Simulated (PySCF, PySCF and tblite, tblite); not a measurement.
# C8H12: conformers and averaged spectra, part 2 of 2

PySCF and tblite. Atoms count from 0. The steps go on from the part before.

## (7) Couplings, conformer 1: B3LYP/pcSseg-1+pcJ-1

The job: settings as JSON, then the geometry in Å.

```
{"job": {"xc": "B3LYP", "basis": {"default": "pcSseg-1", "H": "pcJ-1"}, "nuclei": ["H", "F", "P", "Si", "B"], "kind": "j"}, "charge": 0, "multiplicity": 1}
C      3.490676     0.328486    -0.414051
C      2.350894     0.285329    -0.051980
C      0.959196     0.222217     0.354402
C      0.115601     1.197097    -0.477012
C     -1.349955     1.122616    -0.060168
C     -1.879773    -0.299675    -0.217939
C     -1.044993    -1.272156     0.610302
C      0.421723    -1.205852     0.196150
H      4.493388     0.370253    -0.719344
H      0.894420     0.510106     1.411774
H      0.210949     0.938629    -1.534462
H      0.493992     2.213503    -0.345945
H     -1.941046     1.811012    -0.668152
H     -1.447408     1.431799     0.983787
H     -2.925081    -0.344978     0.095321
H     -1.832889    -0.588368    -1.270819
H     -1.418778    -2.290079     0.479761
H     -1.135956    -1.016755     1.669284
H      1.016636    -1.891291     0.804192
H      0.523257    -1.511214    -0.848136
```

The log of the run:

```text
coarse grid: 16128 points
cycle   1  E = -311.8577834055  dE =  9.105e-01  |g| = 5.332e-01  |ddm| = 3.903e+00
cycle   2  E = -311.8384722881  dE =  1.931e-02  |g| = 6.059e-01  |ddm| = 1.109e+00
cycle   3  E = -311.9341901912  dE = -9.572e-02  |g| = 8.309e-02  |ddm| = 6.065e-01
cycle   4  E = -311.9355014481  dE = -1.311e-03  |g| = 3.656e-02  |ddm| = 1.172e-01
cycle   5  E = -311.9357170707  dE = -2.156e-04  |g| = 2.259e-02  |ddm| = 4.033e-02
cycle   6  E = -311.9358390682  dE = -1.220e-04  |g| = 4.320e-03  |ddm| = 1.828e-02
cycle   7  E = -311.9358436996  dE = -4.631e-06  |g| = 4.821e-04  |ddm| = 4.223e-03
final grid: 154128 points
cycle   8  E = -312.0060005012  dE = -7.411e-05  |g| = 6.958e-03  |ddm| = 5.295e-02
cycle   9  E = -312.0059912049  dE =  9.296e-06  |g| = 9.187e-03  |ddm| = 1.377e-02
cycle  10  E = -312.0060123548  dE = -2.115e-05  |g| = 1.778e-03  |ddm| = 8.626e-03
cycle  11  E = -312.0060130347  dE = -6.800e-07  |g| = 6.796e-04  |ddm| = 1.722e-03
cycle  12  E = -312.0060131420  dE = -1.072e-07  |g| = 1.388e-04  |ddm| = 6.353e-04
cycle  13  E = -312.0060131466  dE = -4.616e-09  |g| = 3.245e-05  |ddm| = 1.594e-04
cycle  14  E = -312.0060131468  dE = -2.658e-10  |g| = 3.206e-06  |ddm| = 3.701e-05
converged SCF energy = -312.0060131468

Indirect spin-spin couplings (Hz)
  i      j    bonds     total        FC       PSO       DSO        SD
  8 H    9 H    4     -3.522    -3.294     1.247    -1.475         -
  8 H   12 H    6     -0.210    -0.070     0.671    -0.811         -
  8 H   13 H    6     -0.165    -0.019     0.691    -0.837         -
  8 H   16 H    6     -0.210    -0.070     0.671    -0.811         -
  8 H   17 H    6     -0.165    -0.019     0.691    -0.837         -
  9 H   10 H    3     12.287    12.633     2.224    -2.570         -
  9 H   11 H    3      3.666     3.659     0.003     0.005         -
  9 H   12 H    4     -0.458    -0.262     1.202    -1.398         -
  9 H   15 H    5     -0.252    -0.021     1.189    -1.420         -
  9 H   16 H    4     -0.460    -0.263     1.202    -1.398         -
  9 H   18 H    3      3.668     3.661     0.002     0.006         -
  9 H   19 H    3     12.290    12.636     2.224    -2.570         -
 10 H   11 H    2    -13.793   -13.813     1.884    -1.864         -
 10 H   12 H    3      3.569     3.617     0.094    -0.142         -
 10 H   13 H    3     13.245    13.631     2.243    -2.630         -
 10 H   14 H    4     -0.464    -0.248     1.232    -1.448         -
 10 H   17 H    5     -0.250    -0.004     1.214    -1.460         -
 10 H   18 H    4     -0.480    -0.271     1.251    -1.460         -
 11 H   12 H    3      3.751     3.829     0.181    -0.260         -
 11 H   13 H    3      3.535     3.580     0.086    -0.130         -
 11 H   14 H    4      1.364     1.574     1.476    -1.687         -
 11 H   15 H    4     -0.487    -0.272     1.228    -1.443         -
 11 H   16 H    5      0.356     0.611     1.473    -1.728         -
 11 H   18 H    4      1.811     2.034     1.534    -1.757         -
 11 H   19 H    4     -0.480    -0.271     1.251    -1.460         -
 12 H   13 H    2    -13.631   -13.609     2.030    -2.052         -
 12 H   14 H    3      3.700     3.797     0.236    -0.334         -
 12 H   15 H    3      3.550     3.613     0.135    -0.197         -
 12 H   16 H    4      1.352     1.570     1.501    -1.718         -
 12 H   17 H    4     -0.479    -0.256     1.258    -1.482         -
 12 H   18 H    5      0.356     0.611     1.473    -1.728         -
 13 H   14 H    3      3.525     3.587     0.137    -0.199         -
 13 H   15 H    3     13.000    13.399     2.286    -2.685         -
 13 H   16 H    4     -0.478    -0.255     1.258    -1.482         -
 13 H   19 H    5     -0.250    -0.004     1.214    -1.460         -
 14 H   15 H    2    -13.439   -13.412     2.048    -2.075         -
 14 H   16 H    3      3.696     3.794     0.237    -0.334         -
 14 H   17 H    3      3.527     3.589     0.137    -0.199         -
 14 H   18 H    4      1.366     1.576     1.476    -1.686         -
 14 H   19 H    4     -0.461    -0.246     1.233    -1.448         -
 15 H   16 H    3      3.553     3.615     0.135    -0.197         -
 15 H   17 H    3     13.000    13.399     2.286    -2.685         -
 15 H   18 H    4     -0.486    -0.271     1.228    -1.443         -
 16 H   17 H    2    -13.629   -13.607     2.030    -2.052         -
 16 H   18 H    3      3.746     3.824     0.182    -0.260         -
 16 H   19 H    3      3.573     3.621     0.093    -0.141         -
 17 H   18 H    3      3.543     3.588     0.085    -0.129         -
 17 H   19 H    3     13.246    13.633     2.243    -2.630         -
 18 H   19 H    2    -13.798   -13.818     1.884    -1.864         -
```

Run time: 57 s. Hardware: 1 thread of Arm Neoverse V2, shared host; peak memory 1.2 GiB.

In short: HOMO -7.30 eV, LUMO 1.04 eV; dipole 0.93 D.

## (8) Couplings, conformer 2: B3LYP/pcSseg-1+pcJ-1

The job: settings as JSON, then the geometry in Å.

```
{"job": {"xc": "B3LYP", "basis": {"default": "pcSseg-1", "H": "pcJ-1"}, "nuclei": ["H", "F", "P", "Si", "B"], "kind": "j"}, "charge": 0, "multiplicity": 1}
C      2.677741    -0.073644    -1.206987
C      1.906216    -0.175521    -0.297886
C      0.963714    -0.296981     0.800138
C      0.245883     1.037653     1.045170
C     -0.640351     1.403206    -0.141352
C     -1.659774     0.300027    -0.408232
C     -0.947555    -1.022875    -0.673074
C     -0.062830    -1.401003     0.510600
H      3.360067     0.013676    -1.999012
H      1.533510    -0.566265     1.699389
H      0.983486     1.825126     1.216208
H     -0.367704     0.946340     1.945132
H     -0.014417     1.538641    -1.026232
H     -1.153148     2.346750     0.058354
H     -2.317079     0.193291     0.458792
H     -2.279932     0.566867    -1.266509
H     -0.326655    -0.926579    -1.566531
H     -1.679842    -1.812970    -0.853402
H     -0.682985    -1.545596     1.398955
H      0.456507    -2.339464     0.303445
```

The log of the run:

```text
coarse grid: 16128 points
cycle   1  E = -311.8554973298  dE =  9.179e-01  |g| = 5.386e-01  |ddm| = 3.860e+00
cycle   2  E = -311.8277705947  dE =  2.773e-02  |g| = 6.369e-01  |ddm| = 1.117e+00
cycle   3  E = -311.9327380634  dE = -1.050e-01  |g| = 9.528e-02  |ddm| = 6.944e-01
cycle   4  E = -311.9340757213  dE = -1.338e-03  |g| = 5.506e-02  |ddm| = 1.336e-01
cycle   5  E = -311.9347210873  dE = -6.454e-04  |g| = 2.102e-02  |ddm| = 4.847e-02
cycle   6  E = -311.9348272982  dE = -1.062e-04  |g| = 4.128e-03  |ddm| = 1.837e-02
cycle   7  E = -311.9348317132  dE = -4.415e-06  |g| = 4.495e-04  |ddm| = 4.852e-03
final grid: 154128 points
cycle   8  E = -312.0046824009  dE = -7.384e-05  |g| = 6.786e-03  |ddm| = 5.537e-02
cycle   9  E = -312.0046749941  dE =  7.407e-06  |g| = 8.689e-03  |ddm| = 1.422e-02
cycle  10  E = -312.0046940610  dE = -1.907e-05  |g| = 9.478e-04  |ddm| = 8.990e-03
cycle  11  E = -312.0046941894  dE = -1.284e-07  |g| = 6.016e-04  |ddm| = 1.363e-03
cycle  12  E = -312.0046942725  dE = -8.305e-08  |g| = 1.627e-04  |ddm| = 4.763e-04
cycle  13  E = -312.0046942789  dE = -6.403e-09  |g| = 3.376e-05  |ddm| = 1.662e-04
cycle  14  E = -312.0046942792  dE = -2.967e-10  |g| = 3.409e-06  |ddm| = 4.304e-05
converged SCF energy = -312.0046942792

Indirect spin-spin couplings (Hz)
  i      j    bonds     total        FC       PSO       DSO        SD
  8 H    9 H    4     -3.867    -3.632     1.265    -1.500         -
  8 H   11 H    5     -0.425    -0.193     1.129    -1.361         -
  8 H   12 H    6     -0.153    -0.059    -0.133     0.039         -
  8 H   13 H    6     -0.196    -0.026     0.714    -0.884         -
  8 H   14 H    7     -0.216    -0.031     0.883    -1.068         -
  8 H   16 H    6     -0.153    -0.059    -0.133     0.039         -
  8 H   17 H    6     -0.196    -0.026     0.714    -0.884         -
  8 H   18 H    5     -0.423    -0.191     1.129    -1.361         -
  9 H   10 H    3      3.341     3.372     0.131    -0.162         -
  9 H   11 H    3      4.478     4.452    -0.109     0.136         -
  9 H   12 H    4     -0.765    -0.530     1.333    -1.569         -
  9 H   13 H    4      0.783     0.982     1.469    -1.669         -
  9 H   15 H    5      0.510     0.763     1.479    -1.732         -
  9 H   16 H    4     -0.765    -0.529     1.333    -1.569         -
  9 H   17 H    4      0.783     0.982     1.470    -1.669         -
  9 H   18 H    3      4.482     4.455    -0.110     0.136         -
  9 H   19 H    3      3.343     3.374     0.131    -0.161         -
 10 H   11 H    2    -13.271   -13.264     1.956    -1.963         -
 10 H   12 H    3      3.600     3.623    -0.011    -0.012         -
 10 H   13 H    3      3.727     3.798     0.155    -0.226         -
 10 H   14 H    4     -0.489    -0.275     1.229    -1.443         -
 10 H   15 H    4      1.346     1.557     1.477    -1.687         -
 10 H   17 H    5      0.442     0.699     1.490    -1.747         -
 10 H   18 H    4     -0.280    -0.076     1.243    -1.447         -
 10 H   19 H    4      1.835     2.057     1.538    -1.760         -
 11 H   12 H    3     13.368    13.749     2.224    -2.605         -
 11 H   13 H    3      3.534     3.590     0.109    -0.165         -
 11 H   15 H    4     -0.483    -0.261     1.241    -1.464         -
 11 H   16 H    5     -0.260    -0.010     1.210    -1.461         -
 11 H   19 H    4     -0.280    -0.077     1.243    -1.447         -
 12 H   13 H    2    -13.603   -13.601     1.963    -1.965         -
 12 H   14 H    3     13.311    13.693     2.239    -2.621         -
 12 H   15 H    3      3.587     3.633     0.067    -0.112         -
 12 H   17 H    4     -0.501    -0.286     1.215    -1.430         -
 12 H   18 H    5     -0.260    -0.010     1.210    -1.461         -
 13 H   14 H    3      3.512     3.575     0.130    -0.193         -
 13 H   15 H    3      3.747     3.841     0.206    -0.300         -
 13 H   16 H    4     -0.501    -0.286     1.215    -1.430         -
 13 H   17 H    4      1.282     1.498     1.493    -1.709         -
 13 H   19 H    5      0.442     0.699     1.490    -1.747         -
 14 H   15 H    2    -13.280   -13.260     2.028    -2.047         -
 14 H   16 H    3     13.313    13.695     2.239    -2.621         -
 14 H   17 H    3      3.512     3.575     0.131    -0.193         -
 14 H   19 H    4     -0.490    -0.276     1.229    -1.444         -
 15 H   16 H    3      3.585     3.630     0.067    -0.113         -
 15 H   17 H    3      3.745     3.839     0.207    -0.301         -
 15 H   18 H    4     -0.483    -0.260     1.242    -1.464         -
 15 H   19 H    4      1.350     1.560     1.477    -1.688         -
 16 H   17 H    2    -13.610   -13.608     1.962    -1.965         -
 16 H   18 H    3     13.367    13.747     2.225    -2.605         -
 16 H   19 H    3      3.602     3.625    -0.011    -0.012         -
 17 H   18 H    3      3.534     3.590     0.109    -0.166         -
 17 H   19 H    3      3.725     3.796     0.156    -0.227         -
 18 H   19 H    2    -13.282   -13.275     1.956    -1.963         -
```

Run time: 59 s. Hardware: 1 thread of Arm Neoverse V2, shared host; peak memory 1.2 GiB.

In short: HOMO -7.35 eV, LUMO 0.82 eV; dipole 0.63 D.

## (9) Boltzmann average: properties at wB97X-D/pcSseg-1 in chloroform

The job: settings as JSON, then the geometry in Å.

```
{"job": {"study": "conf", "smiles": "C#CC1CCCCC1", "search": {"seed": 8729, "n_embed": 60, "ff_keep": 14, "window": 3.0, "nmax": 8, "temps": [250, 273.15, 298.15, 323.15, 373.15], "t_ref": 298.15, "order": 0.001}, "level": {"nmr": {"xc": "wB97X-D", "basis": "pcSseg-1", "solvent": "chloroform"}, "sp": {"xc": "PBE0", "basis": "def2-SVP", "solvent": "chloroform"}, "j": {"xc": "B3LYP", "basis": {"default": "pcSseg-1", "H": "pcJ-1"}, "nuclei": ["H", "F", "P", "Si", "B"]}}, "kind": "conf"}, "charge": 0, "multiplicity": 1}
C      3.490676     0.328486    -0.414051
C      2.350894     0.285329    -0.051980
C      0.959196     0.222217     0.354402
C      0.115601     1.197097    -0.477012
C     -1.349955     1.122616    -0.060168
C     -1.879773    -0.299675    -0.217939
C     -1.044993    -1.272156     0.610302
C      0.421723    -1.205852     0.196150
H      4.493388     0.370253    -0.719344
H      0.894420     0.510106     1.411774
H      0.210949     0.938629    -1.534462
H      0.493992     2.213503    -0.345945
H     -1.941046     1.811012    -0.668152
H     -1.447408     1.431799     0.983787
H     -2.925081    -0.344978     0.095321
H     -1.832889    -0.588368    -1.270819
H     -1.418778    -2.290079     0.479761
H     -1.135956    -1.016755     1.669284
H      1.016636    -1.891291     0.804192
H      0.523257    -1.511214    -0.848136
```

The log of the run:

```text
conformer  sym    E(xTB)   E(DFT)   G(298.15 K)  weight  dipole/D
    1     Cs      0.000    0.000    0.000   0.6646    1.145
    2     Cs      0.085    0.280    0.405   0.3354    0.869

mean shielding (ppm) by class
class atoms           250 K   273.15 K   298.15 K   323.15 K   373.15 K
  0 C  0            111.217    111.182     111.15    111.123     111.08
  1 C  1             91.429     91.445      91.46     91.472     91.492
  2 C  2              157.8    157.821     157.84    157.857    157.883
  3 C  3,7          151.107    151.138    151.167    151.192    151.231
  4 C  4,6          159.235     159.28    159.321    159.355     159.41
  5 C  5            158.024    158.018    158.012    158.008      158.0
  6 H  8             30.036     30.034     30.033     30.033     30.031
  7 H  9               29.5     29.492     29.484     29.478     29.467
  8 H  10,19         30.375     30.369     30.364      30.36     30.353
  9 H  11,18         29.992     29.998     30.004     30.009     30.017
 10 H  12,16         30.041      30.04     30.039     30.038     30.036
 11 H  13,17         30.515     30.512     30.508     30.505       30.5
 12 H  14            30.327     30.333     30.339     30.343     30.351
 13 H  15            30.496     30.489     30.484     30.479     30.471
```

Run time: 3.8 min. Hardware: 1 thread of Arm Neoverse V2, shared host. This counts the runs that the step sums up.

The search (ETKDG and KDG, MMFF94s, GFN2-xTB) embedded 60 structures, kept 4 distinct ones after the force field and 2 after xTB; 2 were carried on (window 3.0 kcal/mol at the search's own energies). Energies: PBE0/def2-SVP in chloroform with D3(BJ).

Conformer by conformer (298 K):

| no. | group | mirror pair | ΔE xTB | ΔE DFT | ΔG | weight (%) | μ (D) | A, B, C (GHz) |
| --- | --- | --- | --- | --- | --- | --- | --- | --- |
| 1 | Cs | no | 0.00 | 0.00 | 0.00 | 66.5 | 1.15 | 4.29, 1.41, 1.14 |
| 2 | Cs | no | 0.09 | 0.28 | 0.41 | 33.5 | 0.87 | 3.02, 1.78, 1.59 |

Energies in kcal/mol. ΔG holds xTB vibrations and rotation, symmetry numbers and mirror pairs.

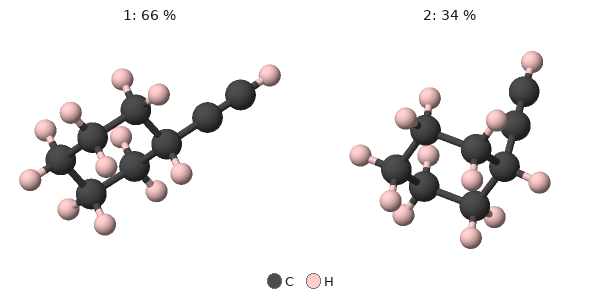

The conformers with their weights.

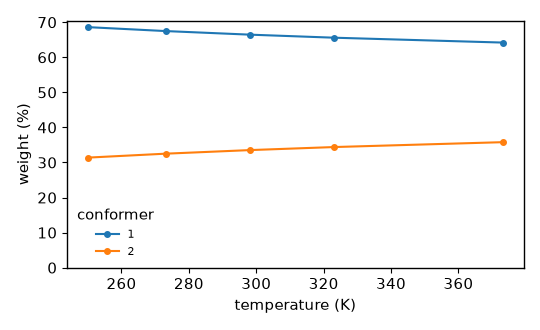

Weights against temperature.

Other ways of weighting, at the same temperature:

| scheme | 1 | 2 | mean μ (D) |
| --- | --- | --- | --- |
| DFT free energy | 66 | 34 | 1.05 |
| DFT energy, symmetry counted | 62 | 38 | 1.04 |
| DFT energy alone | 62 | 38 | 1.04 |
| xTB energy, symmetry counted | 54 | 46 | 1.02 |
| xTB free energy | 59 | 41 | 1.03 |
| lowest conformer only | 100 | 0 | 1.15 |
| equal weights | 50 | 50 | 1.01 |

Shifts against references run at the same level ($^{13}$C TMS 187.7, $^{1}$H TMS 31.81 ppm of shielding), by class of atoms, at 298 K:

| atoms | environment | no. 1 | no. 2 | average | measured |
| --- | --- | --- | --- | --- | --- |
| C1 | alkyne carbon | 96.7 | 95.3 | 96.3 | 88.7 |
| C0 | terminal alkyne carbon | 75.5 | 78.6 | 76.6 | 68.3 |
| C3, C7 | sp3 CH2 in a ring | 37.5 | 34.7 | 36.6 | – |
| C2 | propargylic sp3 CH | 30.5 | 28.6 | 29.9 | – |
| C5 | sp3 CH2 in a ring | 29.5 | 30.1 | 29.7 | – |
| C4, C6 | sp3 CH2 in a ring | 29.7 | 25.8 | 28.4 | – |
| H9 | hydrogen on a propargylic sp3 CH | 2.08 | 2.82 | 2.33 | – |
| H11, H18 | hydrogen on an sp3 CH2 in a ring | 2.00 | 1.42 | 1.81 | – |
| H8 | hydrogen on a terminal alkyne carbon | 1.74 | 1.85 | 1.78 | – |
| H12, H16 | hydrogen on an sp3 CH2 in a ring | 1.74 | 1.84 | 1.77 | – |
| H14 | hydrogen on an sp3 CH2 in a ring | 1.66 | 1.11 | 1.47 | – |
| H10, H19 | hydrogen on an sp3 CH2 in a ring | 1.28 | 1.78 | 1.45 | – |
| H15 | hydrogen on an sp3 CH2 in a ring | 1.14 | 1.71 | 1.33 | – |
| H13, H17 | hydrogen on an sp3 CH2 in a ring | 1.19 | 1.54 | 1.30 | – |

Measured: solution, not stated per compound (mostly CDCl3 or CCl4); Pretsch, Buehlmann, Badertscher, Structure Determination of Organic Compounds, 4th ed. (2009).

Couplings (Hz, B3LYP/pcSseg-1+pcJ-1; one pair named for each class), from conformers that hold 100 % of the weight:

| pair | bonds | no. 1 | no. 2 | average |
| --- | --- | --- | --- | --- |
| H10–H11 | 2 | -13.8 | -13.3 | -13.6 |
| H12–H13 | 2 | -13.6 | -13.6 | -13.6 |
| H14–H15 | 2 | -13.4 | -13.3 | -13.4 |
| H10–H13 | 3 | 13.2 | 3.7 | 10.1 |
| H13–H15 | 3 | 13.0 | 3.8 | 9.9 |
| H9–H10 | 3 | 12.3 | 3.3 | 9.3 |
| H11–H12 | 3 | 3.8 | 13.4 | 7.0 |
| H12–H14 | 3 | 3.7 | 13.3 | 6.9 |
| H9–H11 | 3 | 3.7 | 4.5 | 3.9 |
| H10–H12 | 3 | 3.6 | 3.6 | 3.6 |
| H12–H15 | 3 | 3.5 | 3.6 | 3.6 |
| H8–H9 | 4 | -3.5 | -3.9 | -3.6 |
| H11–H18 | 4 | 1.8 | 0.0 | 1.2 |
| H11–H14 | 4 | 1.4 | 0.0 | 0.9 |
| H12–H16 | 4 | 1.4 | 0.0 | 0.9 |
| H10–H19 | 4 | 0.0 | 1.8 | 0.6 |
| H9–H12 | 4 | -0.5 | -0.8 | -0.6 |

Effective distances for nuclear Overhauser effects, ⟨r⁻⁶⟩^(−1/6) over all pairs of two classes (Å): H14···H15 1.77; H10···H11 1.98; H12···H13 1.98; H9···H11 2.47; H12···H15 2.48; H13···H14 2.48; H12···H14 2.60; H9···H13 2.72.

## (10) Summary of results

What follows sums up all 2 parts.

```
                                                 quantity                                                value
                                               conformers  2; the first in weight is no. 1 (Cs), 66 % at 298 K
                                  root-mean-square dipole                                               1.06 D
averaged $^{13}$C shifts (wB97X-D/pcSseg-1 in chloroform)               96.3, 76.6, 36.6, 29.9, 29.7, 28.4 ppm
 averaged $^{1}$H shifts (wB97X-D/pcSseg-1 in chloroform)   2.33, 1.81, 1.78, 1.77, 1.47, 1.45, 1.33, 1.30 ppm
```

What this shows: At 298 K conformer 1 holds 66 % of the ensemble (69 % at 250 K, 64 % at 373 K). Among conformers over 5 %, H9 differs by 0.75 ppm, while the average moves by 0.03 ppm from 250 to 373 K. Against 2 measured $^{13}$C shifts the average misses by 7.9 ppm, the leading conformer alone by 7.6 ppm. Vibration is missing from the shifts, so part of that gap is not the functional's. Among vicinal couplings, H11–H12 differs most between the conformers listed (3.8 for no. 1, 13.4 for no. 2; average 7.0 Hz).
